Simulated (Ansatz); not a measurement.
# Run report: CHF₂, frequency calculation

System: CHF₂, multiplicity 2.
Method: UKS PBE0-D4/def2-TZVP (Ansatz 0.2.0).

The geometry comes from this level: PBE0-D4/def2-TZVP. Figures and captions count atoms from 1; the log counts them from 0 in places.

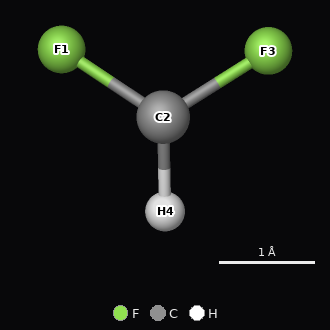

Fig. 1: The structure as given in the input (ball-and-stick view, seen on its broad side; atoms are numbered from 1 in the order of the input).

### The input
```yaml
crystal:
  periodic: [false, false, false]
  atoms:
    - {symbol: F, position_ang: [0.492252, 0.746848, -0.536975]}
    - {symbol: C, position_ang: [0.451484, 0.547952, 0.768117]}
    - {symbol: F, position_ang: [1.666440, 0.464558, 1.279115]}
    - {symbol: H, position_ang: [-0.220854, -0.252499, 1.078120]}
basis:
  gaussian: {orbitals: def2-TZVP}
magnetization: {spin_polarized: true, initial_magnetization: 1}
hamiltonian: {xc: pbe0, dispersion: d4}
phonons: {temperatures: {t_min: 298.15, t_max: 900, t_step: 200}}
```

Command:
```bash
ansatz run in.yaml --threads 4 --pin off --events-out ev --progress --plain --max-ram 9574MiB
```

### What the program printed
```
Functional definition: PBE0
  name "PBE0"
  cite "Adamo & Barone, J. Chem. Phys. 110, 6158 (1999) doi:10.1063/1.478522"
  cite "Perdew, Burke & Ernzerhof, Phys. Rev. Lett. 77, 3865 (1996) doi:10.1103/PhysRevLett.77.3865"
  parent pbe
  parameter a = 0.25
  parameter kappa = 0.804
  parameter beta = 0.06672455060314922
  exchange = (1 - a)*pbe_x(kappa = kappa, mu = beta*pi^2/3) + a*exact_x
  correlation = pbe_c(beta = beta)
536 factors; their error is unknown
mean field evaluation 1: about -6480.5458 eV, gradient 1.7e1 eV
mean field evaluation 2: about -6480.5460 eV, gradient 1.9e1 eV
mean field evaluation 4: about -6481.4160 eV, gradient 7.8e-1 eV
mean field evaluation 8: about -6481.4416 eV, gradient 2.3e-2 eV
mean field -6481.44161725 eV, -238.1885861550 hartree, gradient 3.8e-5 eV, S^2 0.752579; 0 other end points of the search recorded, 0 dependent functions left out
the calculation of the forces begins
reference -6481.44163455 eV, -238.1885867908 hartree; 13, 12 occupied and 86, 87 virtual orbitals, 536 factors
these checks for a lower state are left out or cut short: stability, starts, cluster_reference, orbital_swaps, neighbouring_geometries, increment
536 factors; their error is unknown
mean field evaluation 16: about -6481.4195 eV, gradient 2.2e-1 eV
mean field -6481.44159661 eV, -238.1885853967 hartree, gradient 1.4e-6 eV, S^2 0.752577; 0 other end points of the search recorded, 0 dependent functions left out
[... from here on the field's lines of each further geometry are left out, up to the last ...]
the calculation of the forces begins
reference -6481.44161145 eV, -238.1885859418 hartree; 13, 12 occupied and 86, 87 virtual orbitals, 536 factors
these checks for a lower state are left out or cut short: stability, starts, cluster_reference, orbital_swaps, neighbouring_geometries, increment
536 factors; their error is unknown
mean field -6481.44159262 eV, -238.1885852499 hartree, gradient 1.1e-6 eV, S^2 0.752577; 0 other end points of the search recorded, 0 dependent functions left out
the calculation of the forces begins
reference -6481.44160992 eV, -238.1885858855 hartree; 13, 12 occupied and 86, 87 virtual orbitals, 536 factors
Total energy: -6481.46448318 eV, -238.1894264623 hartree
Atom 0 at     0.492252     0.746848    -0.536975 Å, force    -0.000071    -0.001066     0.004492 eV/Å
Atom 1 at     0.451484     0.547952     0.768117 Å, force     0.000274     0.002763    -0.004624 eV/Å
Atom 2 at     1.666440     0.464558     1.279115 Å, force    -0.001807    -0.001189    -0.000226 eV/Å
Atom 3 at    -0.220854    -0.252499     1.078120 Å, force     0.001604    -0.000508     0.000358 eV/Å
Dipole moment:    -0.196357    -0.166116     0.101259 e Å
Vibrations: 556.66 1002.21 1202.67 1217.17 1345.92 3131.51 cm⁻¹, zero-point energy 0.524214 eV
```

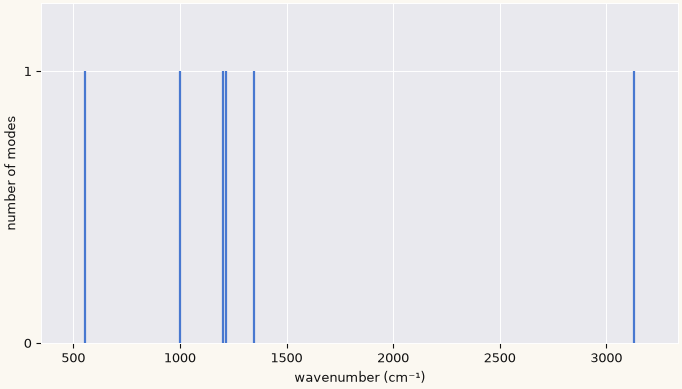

Fig. 2: Harmonic vibrational wavenumbers from the force constants; neighbouring modes closer than 12 cm⁻¹ are counted in one stick. 6 modes from 557 to 3132 cm⁻¹, none imaginary.

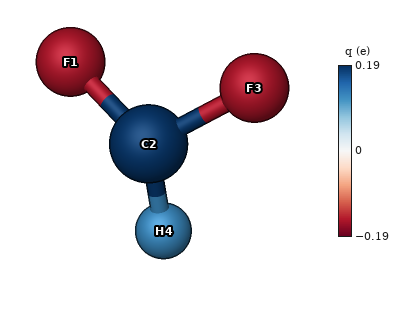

Fig. 3: Mulliken charges, as the colour of each atom (ball-and-stick view, seen at a tilt; atoms are numbered from 1 in the order of the input; Mulliken charges depend strongly on the basis). By element: F −0.15, C +0.19 and H +0.12 e.

### Summary

| quantity | value |
| --- | --- |
| outcome | converged |
| total energy | −6481.4645 eV |
| mean-field energy | −6481.4416 eV |
| dispersion energy | −0.0228 eV |
| ⟨S²⟩ | 0.753 |
| largest force (length of the vector) | 0.005 eV/Å |
| dipole moment | 1.33 D |
| hardware | 4 threads of Arm Neoverse V1, 23 GiB of memory available, shared host |
| wall time | 12 s (CPU time 42 s) |
| peak memory | 0.36 GiB |
